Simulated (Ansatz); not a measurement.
## Group exchange: C3H8O + C2H9NSi → C2H8OSi + C3H9N

Species: C3H8O (methoxyethane) `CCOC`, singlet; C2H9NSi `CCN[SiH3]`, singlet; C2H8OSi `CCO[SiH3]`, singlet; C3H9N (ethylmethylamine) `CCNC`, singlet. The partners trade CH3 for SiH3: O–CH3 and N–SiH3 bonds give way to O–SiH3 and N–CH3.

Shapes, held fixed at every level: PBE0-D4/def2-TZVP. Flexible molecules stand in one conformer, not always the lowest. Programs: Ansatz 0.2.0. The zero-point and thermal change to 298 K, harmonic and unscaled (PBE0-D4/def2-TZVP), is +1.7 kJ/mol.

| level | kind | ΔH(298 K) (kJ/mol) | less CCSD(T)/CBS estimate |
| --- | --- | --- | --- |
| r2SCAN-D4/def2-TZVPP | meta-GGA | -50.7 | +2.6 |
| B3LYP-D4/def2-TZVPP | global hybrid | -50.1 | +3.2 |
| r2SCAN0-D4/def2-TZVPP | global hybrid | -51.6 | +1.7 |
| wB97X-V/def2-TZVPP | range-separated hybrid | -50.4 | +2.9 |
| MP2/def2-SVP | perturbation theory | -50.3 | +3.0 |
| MP2/def2-TZVPP | perturbation theory | -54.6 | -1.3 |
| CCSD/def2-TZVPP | coupled cluster or CI | -53.1 | +0.2 |
| CCSD(T)/CBS estimate | coupled cluster or CI | -53.3 | 0.0 |

The highest level, CCSD(T)/CBS estimate, gives ΔH(298 K) = -53.3 kJ/mol; the levels span -54.6 to -50.1. The column of differences is taken from that level and isn't an error. No measured value is set beside it here. The CBS estimate extrapolates MP2 from def2-TZVPP and def2-QZVPP and adds CCSD(T) − MP2 in the triple-zeta set, cores frozen.

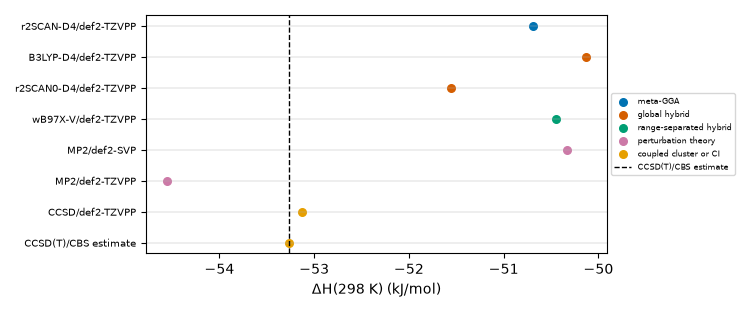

The values of the table, level by level.
